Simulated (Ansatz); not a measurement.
**MoS2: response to strain**

Aim: deform MoS2 (zz strain of -1 %) and compute stress, forces and field gradients with LAPW, PAW and all-electron datasets made for the crystal.

Method: DFT LDA, scalar-relativistic, in Ansatz 0.2.0.

## 1. The starting structure

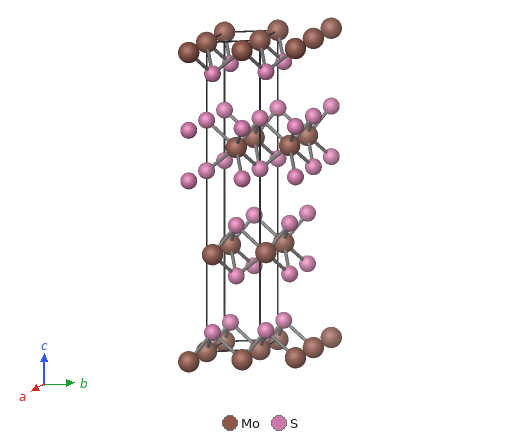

The starting structure, seen slightly off an axis (molybdenum brown, sulfur pink). 2×2×1 cells are drawn. Atoms on the faces are drawn again on the opposite ones. The cell drawn here is the conventional one.

Structure file:

```
CELL_PARAMETERS angstrom
1.58150 0.91308 6.12333
-1.58150 0.91308 6.12333
0.00000 -1.82616 6.12333
ATOMIC_POSITIONS crystal
Mo 0.00000 0.00000 0.00000
S 0.74840 0.74840 0.74840
S 0.58490 0.58490 0.58490
```

Atoms are numbered in the order of the input: Mo1, S2, S3.

## 2. After the deformation

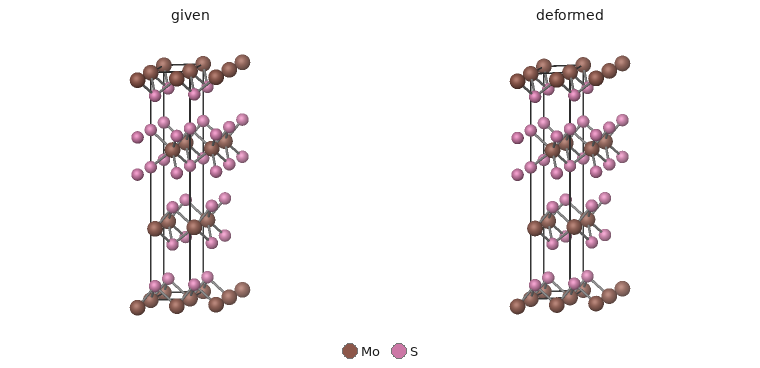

Given and deformed, at one scale.

Space group R3m before, R3m after.

## 3. LAPW, all electrons

input.yaml

```yaml
crystal:
  lattice:
    - [1.5815003568, 0.9130796567, 6.0620967]
    - [-1.5815003568, 0.9130796567, 6.0620967]
    - [0.0, -1.8261593134, 6.0620967]
  atoms:
    - { symbol: Mo, position: [0.0, 0.0, 0.0] }
    - { symbol: S, position: [0.7484, 0.7484, 0.7484] }
    - { symbol: S, position: [0.5849, 0.5849, 0.5849] }
kpoints:
  mp_grid: { grid: [15, 15, 15] }
  band_path:
    path:
      - [0.0, 0.0, 0.0]
      - [0.5, 0.5, 0.5]
      - [0.8182088567, 0.1817911433, 0.5]
      - [0.5, -0.1817911433, 0.1817911433]
      - [0.5, 0.0, 0.0]
      - [0.0, 0.0, 0.0]
      - [0.3408955717, -0.3408955717, 0.0]
      - [0.6591044284, 0.0, 0.3408955716]
      - [0.5, 0.0, 0.5]
    npoints: 5
scf:
  occupations: { method: fermi_dirac, width: 0.05 }
hamiltonian:
  xc: lda
  pseudopotentials: { kind: all_electron, lapw: { basis_error: 0.001 } }
output:
  forces: true
  stress: true
  eigenvalues: true
```

Started as:

```sh
$ ansatz run input.yaml --threads 1 --pin off --max-ram 4096MiB --backend cpu --events-out ev --progress --plain --runs-dir out
```

Log, cut to the lines that bear on the results:

```text
LAPW: plane waves up to 8.492 Å⁻¹, error target 1.0e-3 eV per atom; small_component_spin mean_spin; S in spheres of 1.049 Å, 14 of its electrons in bands, Dirac shells []; Mo in spheres of 1.306 Å, 30 of its electrons in bands, Dirac shells []
[...]
Pseudopotentials: kind: all_electron
Pseudopotential: Mo, LAPW, valence charge 30, Koelling and Harmon's equation, gaussian nucleus
Pseudopotential: S, LAPW, valence charge 14, Koelling and Harmon's equation, gaussian nucleus
Functional definition: SPW92
[...]
Crystal: 3 atoms, lattice volume = 52.523 Å³
Basis set: ecut = 274.7303680464974 eV, 563 PW (Γ), FFT grids on a1−a3, a2−a3, a3, exchange–correlation at level 2
Bands: 35, of which v1, the nominal top of the filled ones, is band 29 counted from 1 (28 counted from 0)
Symmetry: 6 space group operations
Space group: R3m (ITA 160), of the structure as read, at distance tolerance 3.7e-5 Å
k-points: 344 of 3375 (time reversal used)
[...]
SCF iter   1: F=—  HF=-131729.498804 eV  |F-HF|=—  |Δ(HF+E_count)|=         —  Δρ=6.45e-2  dr2=2.79e0  ethr=4.81e-3  ⟨swp⟩=2.0  Hψ=80551  notcnv=0
[...]
the basis was enlarged: its passes take 136.6 KiB over the memory plan, 1 of 1 planned eigensolver slots
[...]
SCF iter  11: F=-131728.161109 eV  HF=-131728.161109 eV  |F-HF|=1.78e-9  |Δ(HF+E_count)|=   5.24e-8  Δρ=4.71e-6  dr2=1.31e-8  ethr=3.09e-10  ⟨swp⟩=2.5  Hψ=33903  notcnv=0
[...]
NSCF: frozen V_eff on 41 k-points
SCF converged after 11 iterations
Free energy (F): -131728.161109 eV
[...]
E sigma→0 (E₀):  -131728.161090 eV
Entropy (-TS):   -0.000039 eV (-0.013 meV/atom)
Fermi energy:    12.808378 eV
[...]
--- Forces (eV/Å), atoms counted from 1 ---
  atom   1  Mo     0.00000000    -0.00000000    -0.00276080
  atom   2  S     -0.00000000    -0.00000000     1.15616295
  atom   3  S      0.00000000     0.00000000    -1.15339985
[...]
--- Stress (GPa, compression-positive) ---
        0.217169       0.000000      -0.000000
        0.000000       0.217169      -0.000000
       -0.000000      -0.000000       9.381332
  P = ⅓ Tr σ = 3.2719 GPa (32.719 kbar)
--- Band table (eV; the first three rows and the last of 344) ---
[...]
```

Wall time 96 s (1 thread of AMD EPYC 9R45 (Zen 5), shared host); peak memory 1.2 GiB.

This run gives: pressure 3.27 GPa; gap 0.47 eV, indirect from T to S0–S2; largest force 1.156 eV/Å.

## 4. Frozen-core PAW

input.yaml

```yaml
crystal:
  lattice:
    - [1.5815003568, 0.9130796567, 6.0620967]
    - [-1.5815003568, 0.9130796567, 6.0620967]
    - [0.0, -1.8261593134, 6.0620967]
  atoms:
    - { symbol: Mo, position: [0.0, 0.0, 0.0] }
    - { symbol: S, position: [0.7484, 0.7484, 0.7484] }
    - { symbol: S, position: [0.5849, 0.5849, 0.5849] }
kpoints:
  mp_grid: { grid: [15, 15, 15] }
scf:
  occupations: { method: fermi_dirac, width: 0.05 }
hamiltonian:
  xc: lda
  pseudopotentials: { kind: paw }
output:
  forces: true
  stress: true
  eigenvalues: true
  efg: { contact_densities: true }
```

Started as:

```sh
$ ansatz run input.yaml --threads 1 --pin off --max-ram 4096MiB --backend cpu --events-out ev --progress --plain --runs-dir out
```

Log, cut to the lines that bear on the results:

```text
[...]
Mo: output.efg is read without spin–orbit coupling, which moves field gradients at and beside such atoms by some per cent and up to a factor of two; PAW files take it under magnetization.noncollinear and magnetization.spin_orbit
[...]
Pseudopotentials: kind: paw
Pseudopotential: Mo, paw, valence charge 14, recommended cutoff 420 eV (normal)
Pseudopotential: S, paw, valence charge 6, recommended cutoff 420 eV (normal)
[... 1 set-up line as earlier in the session ...]
[...]
Crystal: 3 atoms, lattice volume = 52.523 Å³
Basis set: ecut = 420 eV, 999 PW (Γ), FFT grids on a1−a3, a2−a3, a3
Bands: 17, of which v1, the nominal top of the filled ones, is band 13 counted from 1 (12 counted from 0)
[... 2 set-up lines as earlier in the session ...]
k-points: 344 of 3375 (time reversal used)
[...]
--- Stress (GPa, compression-positive) ---
        0.154928       0.000000      -0.000000
        0.000000       0.154928      -0.000000
       -0.000000      -0.000000       9.324224
  P = ⅓ Tr σ = 3.2114 GPa (32.114 kbar)
--- PAW observables at the nuclei: V_zz in 10²¹ V/m², potentials from the cell's mean, atoms counted from 1 ---
  atom   1  Mo V_zz =    -9.664478   η = 0.0000   by run symmetry: allowed
            electrostatic potential = -6351.843251 V   contact ρ = 592714.285455 e/Å³
  atom   2  S  V_zz =    -6.626191   η = 0.0000   by run symmetry: allowed
            electrostatic potential = -1637.247155 V   contact ρ = 19607.231693 e/Å³
  atom   3  S  V_zz =    -6.465149   η = 0.0000   by run symmetry: allowed
            electrostatic potential = -1637.241583 V   contact ρ = 19607.276002 e/Å³
--- Band table (eV; the first three rows and the last of 344) ---
  k-point 0: bands = ["-50.3815", "-24.6274", "-24.4033", "-24.4033", "-4.2135", "-2.2649", "3.8481", "7.2112", "7.2112", "8.4482", "8.4482", "9.9769", "10.0166", "13.0651", "13.0651", "13.6495", "13.6495"]
[...]
```

Wall time 8.9 s (1 thread of AMD EPYC 9R45 (Zen 5), shared host); peak memory 0.67 GiB.

This run gives: pressure 3.21 GPa; gap on the k mesh 0.47 eV (an odd mesh misses the zone boundary); largest force 1.151 eV/Å; Vzz Mo1 -9.66 (η = 0.00), S2 -6.63 (η = 0.00), S3 -6.47 (η = 0.00) (10²¹ V/m²).

## 5. All-electron PAW on datasets made for the crystal

input.yaml, as its differences from that of step 4:

```diff
@@ -15,3 +15,3 @@
   xc: lda
-  pseudopotentials: { kind: paw }
+  pseudopotentials: { kind: all_electron, datasets: crystal }
 output:
```

Started as:

```sh
$ ansatz run input.yaml --threads 1 --pin off --max-ram 4096MiB --backend cpu --events-out ev --progress --plain --runs-dir out
```

Log, cut to the lines that bear on the results:

```text
[...]
band count auto-derived: 19 (N_el = 26.0; filled up to band 13; 17 by the electrons, moments and atoms)
Mo: output.efg is read without spin–orbit coupling, which moves field gradients at and beside such atoms by some per cent and up to a factor of two; PAW files take it under magnetization.noncollinear and magnetization.spin_orbit
[...]
[... 1 set-up line as earlier in the session ...]
Pseudopotential: Mo, paw, valence charge 14, recommended cutoff 300 eV (normal), Koelling and Harmon's equation, gaussian nucleus
Pseudopotential: S, paw, valence charge 6, recommended cutoff 300 eV (normal), Koelling and Harmon's equation, gaussian nucleus
[... 1 set-up line as earlier in the session ...]
[...]
Crystal: 3 atoms, lattice volume = 52.523 Å³
Basis set: ecut = 300 eV, 611 PW (Γ), FFT grids on a1−a3, a2−a3, a3
Bands: 19, of which v1, the nominal top of the filled ones, is band 13 counted from 1 (12 counted from 0)
[...]
--- Stress (GPa, compression-positive) ---
        0.213436       0.000000      -0.000000
        0.000000       0.213436      -0.000000
       -0.000000      -0.000000       9.378133
  P = ⅓ Tr σ = 3.2683 GPa (32.683 kbar)
--- PAW observables at the nuclei: V_zz in 10²¹ V/m², potentials from the cell's mean, atoms counted from 1 ---
  atom   1  Mo V_zz =    -9.756499   η = 0.0000   by run symmetry: allowed
            electrostatic potential = -6347.843814 V   contact ρ = 592755.842941 e/Å³
  atom   2  S  V_zz =    -6.631692   η = 0.0000   by run symmetry: allowed
            electrostatic potential = -1633.970102 V   contact ρ = 19624.982342 e/Å³
  atom   3  S  V_zz =    -6.470289   η = 0.0000   by run symmetry: allowed
            electrostatic potential = -1633.964877 V   contact ρ = 19625.027883 e/Å³
--- Band table (eV; the first three rows and the last of 344) ---
  k-point 0: bands = ["-49.0204", "-23.2636", "-23.0391", "-23.0391", "-2.8598", "-0.9123", "5.1958", "8.5630", "8.5630", "9.7990", "9.7990", "11.3258", "11.3663", "14.4152", "14.4152", "15.0009", "15.0009"]
[...]
```

Run time: 40 s. Hardware: 1 thread of AMD EPYC 9R45 (Zen 5), shared host; peak memory 1.8 GiB.

This run gives: pressure 3.27 GPa; gap on the k mesh 0.47 eV (an odd mesh misses the zone boundary); largest force 1.156 eV/Å; Vzz Mo1 -9.76 (η = 0.00), S2 -6.63 (η = 0.00), S3 -6.47 (η = 0.00) (10²¹ V/m²).

## 6. Side by side

Stress (GPa, compression positive):

```tsv
method	xx	yy	zz	yz	xz	xy
LAPW	0.22	0.22	9.38	0.00	0.00	0.00
PAW	0.15	0.15	9.32	0.00	0.00	0.00
crystal datasets	0.21	0.21	9.38	0.00	0.00	0.00
```

Forces (eV/Å):

```tsv
atom	LAPW x	LAPW y	LAPW z	PAW x	PAW y	PAW z	crystal datasets x	crystal datasets y	crystal datasets z
Mo1	0.000	0.000	-0.003	0.000	0.000	-0.003	0.000	0.000	-0.003
S2	0.000	0.000	1.156	0.000	0.000	1.151	0.000	0.000	1.156
S3	0.000	0.000	-1.153	0.000	0.000	-1.148	0.000	0.000	-1.154
```

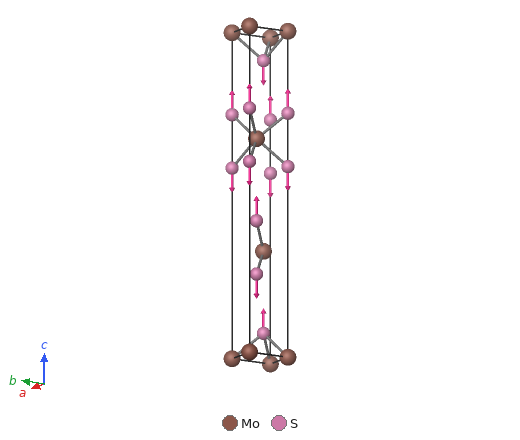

Forces of the LAPW run as arrows; the longest is 1.156 eV/Å.

```
          method  pressure (GPa)  gap on the k mesh (eV)  largest force (eV/Å)  Vzz Mo1 (10²¹ V/m²)  Vzz S2 (10²¹ V/m²)  Vzz S3 (10²¹ V/m²)  SCF cycles, all passes
            LAPW            3.27                    0.47                 1.156                    –                   –                   –                      11
             PAW            3.21                    0.47                 1.151                -9.66               -6.63               -6.47                       8
crystal datasets            3.27                    0.47                 1.156                -9.76               -6.63               -6.47                      10
```

## 7. Results

| quantity | value |
| --- | --- |
| pressure | LAPW 3.27, PAW 3.21, crystal datasets 3.27 GPa |
| largest shear or deviatoric stress (LAPW) | 6.11 GPa |

The largest part of the stress beyond the pressure is 6.11 GPa in size, in the zz component; the atoms are carried along and not relaxed. No run of the undeformed cell stands beside it, so the pressure holds what the given cell had before the change. PAW: stress within 0.06 GPa of LAPW, forces within 6 meV/Å. Crystal datasets: stress within 0.01 GPa of LAPW, forces within 1 meV/Å.
